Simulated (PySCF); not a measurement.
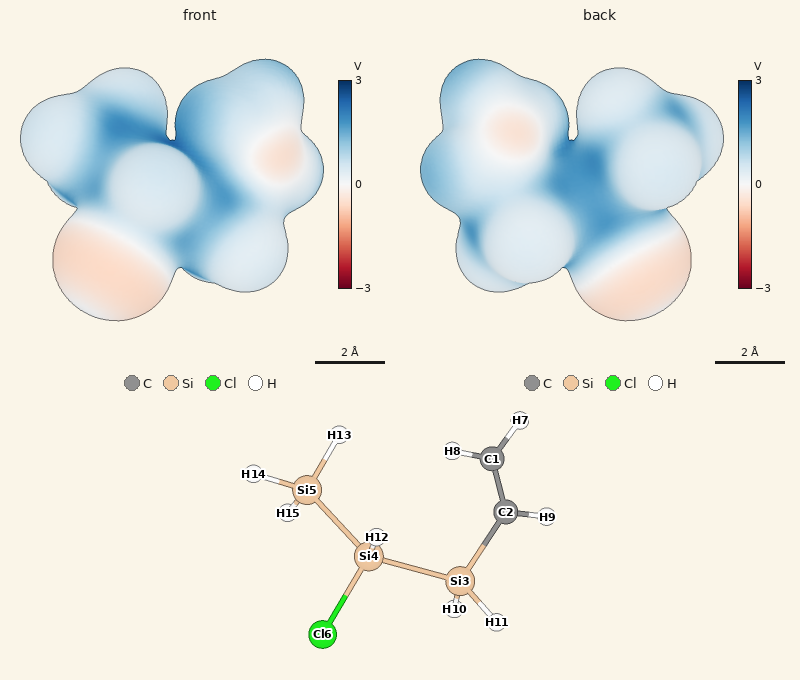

Figure 1: C2H9ClSi3. The molecular electrostatic potential painted on the density surface at 0.004 e/bohr³, seen from the front and from behind; the colour scale runs from red (negative) to blue (positive). The bare structure is drawn below in the same view.

Geometry: GFN2-xTB.

Level of theory: PySCF 2.14.0, PBE0/pcSseg-1, SCF density, gas phase, non-relativistic.

```yaml
atoms:
  - { symbol: C, position_ang: [1.5907, 1.5637, 0.4525] }
  - { symbol: C, position_ang: [2.0612, 0.5823, -0.3000] }
  - { symbol: Si, position_ang: [1.2624, -1.1125, -0.5109] }
  - { symbol: Si, position_ang: [-0.8532, -1.1048, 0.4647] }
  - { symbol: Si, position_ang: [-2.4475, 0.4286, -0.2604] }
  - { symbol: Cl, position_ang: [-1.6395, -2.9906, 0.1906] }
  - { symbol: H, position_ang: [2.0904, 2.5164, 0.5473] }
  - { symbol: H, position_ang: [0.6761, 1.4604, 1.0168] }
  - { symbol: H, position_ang: [2.9858, 0.7540, -0.8377] }
  - { symbol: H, position_ang: [1.2135, -1.3810, -1.9588] }
  - { symbol: H, position_ang: [2.2094, -2.0986, 0.0370] }
  - { symbol: H, position_ang: [-0.7349, -1.0356, 1.9340] }
  - { symbol: H, position_ang: [-1.9048, 1.7869, -0.1597] }
  - { symbol: H, position_ang: [-3.6958, 0.4189, 0.5076] }
  - { symbol: H, position_ang: [-2.8182, 0.2198, -1.6619] }
```

Question: Which sites attract a positive test charge, and which a negative one?

Answer: A positive charge is drawn to the negative regions and a negative charge to the positive ones. The most negative region (about −0.6 V) lies over Cl6, the most positive (about +2.2 V) over Si4.
